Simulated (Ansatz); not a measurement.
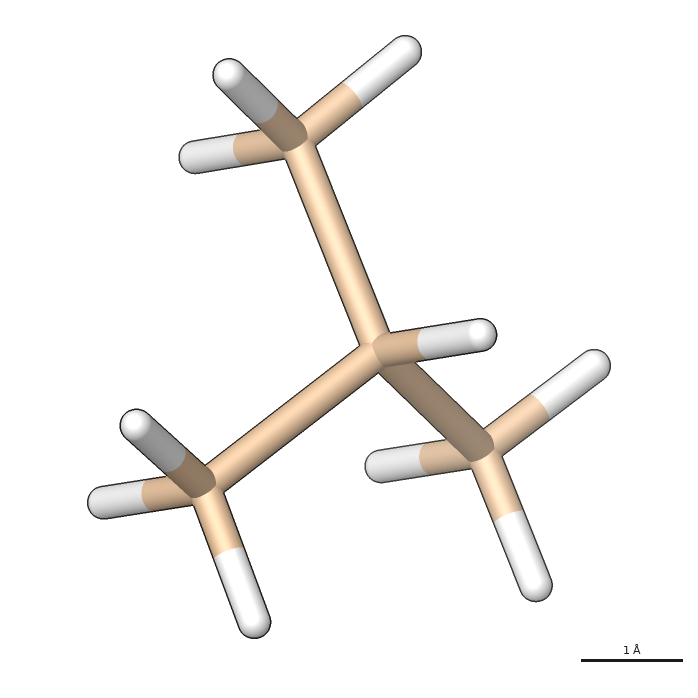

Colours: hydrogen white, silicon light orange.

Computed geometry: PBE0-D4/def2-TZVP optimisation.

Describe the molecule.

Formula Si4H10. The point group is C3v. Coordination: 4 Si tetrahedral.

The parts below concern this one geometry. Atoms keep their numbers from picture to picture.

## Geometry

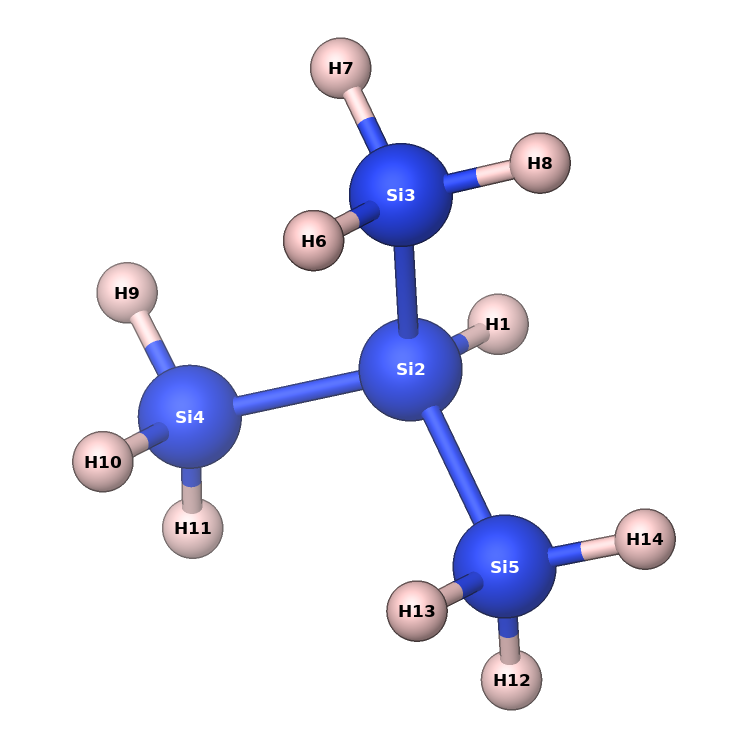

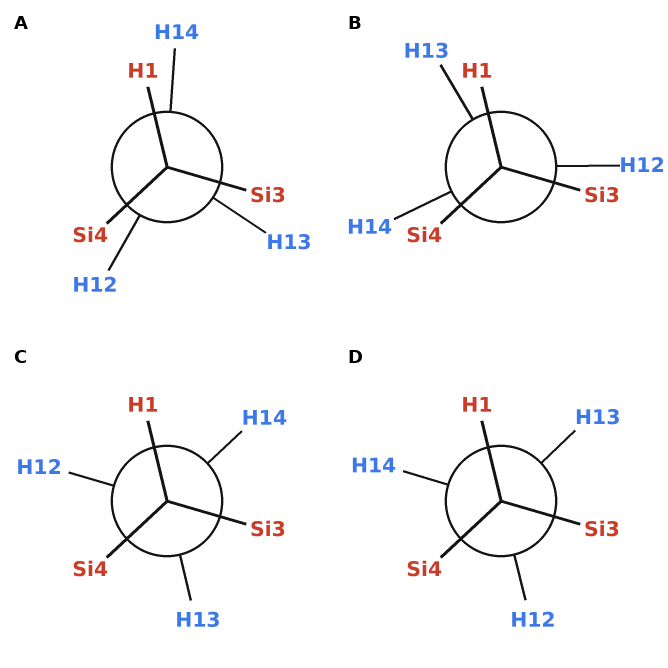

Depth is shown by fading: the farther an atom, the more it takes the colour of the background. Bonds that would overlap in a projection are set slightly apart.

Which Newman projection shows the view along Si2–Si5, with Si2 in front?

Answer. C. The torsion angle Si3–Si2–Si5–H12 is 180°, antiperiplanar (anti).

## Electronic properties

Level of theory: RKS r2SCAN0-D4/def2-TZVPP (Ansatz 0.2.0).

Estimate the dispersion correction.

Answer. −11.0 kJ/mol.

## Vibrations

Harmonic vibrations computed with RKS PBE0-D4/def2-TZVP (Ansatz 0.2.0) at a stationary point of the same level.

How many vibrational modes are there, and where do they lie?

Answer. 36 modes: 75, 83, 83, 93, 94, 105, 352, 419, 419, 450, 450, 457, 566, 568, 568, 697, 697, 860, 860, 900, 933, 936, 936, 939, 939, 942, 2190, 2211, 2211, 2216, 2222, 2223, 2223, 2225, 2225, 2228 cm⁻¹.

## Charges

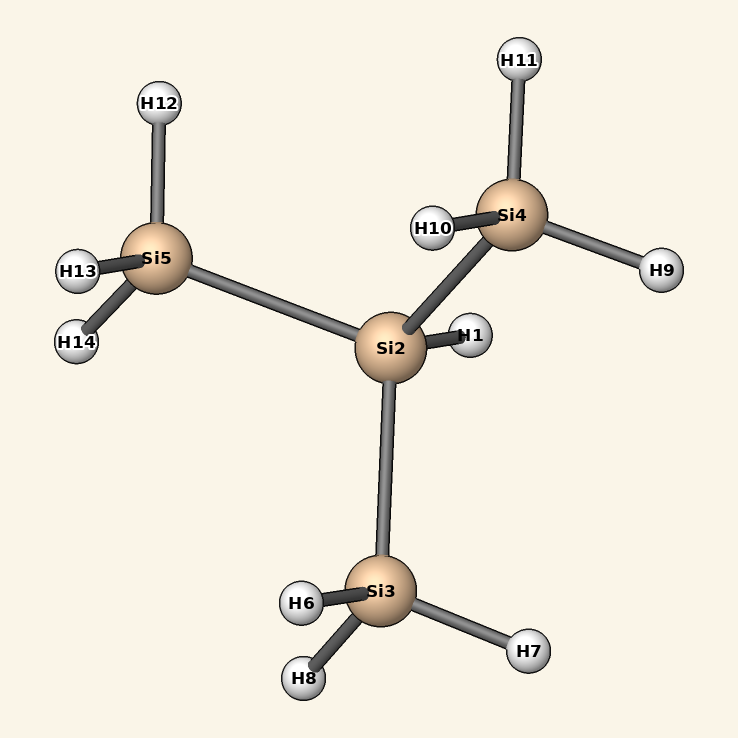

The questions are on Mulliken charges. Method: RKS PBE0-D4/def2-TZVP (Ansatz 0.2.0).

List the Mulliken charges.

```csv
atom,value (e)
H1,0.00
Si2,0.00
Si3,0.02
Si4,0.02
Si5,0.02
H6,0.00
H7,−0.01
H8,−0.01
H9,−0.01
H10,0.00
H11,−0.01
H12,−0.01
H13,0.00
H14,−0.01
```

Mulliken values depend strongly on the basis set and can even reverse the polarity of a bond.
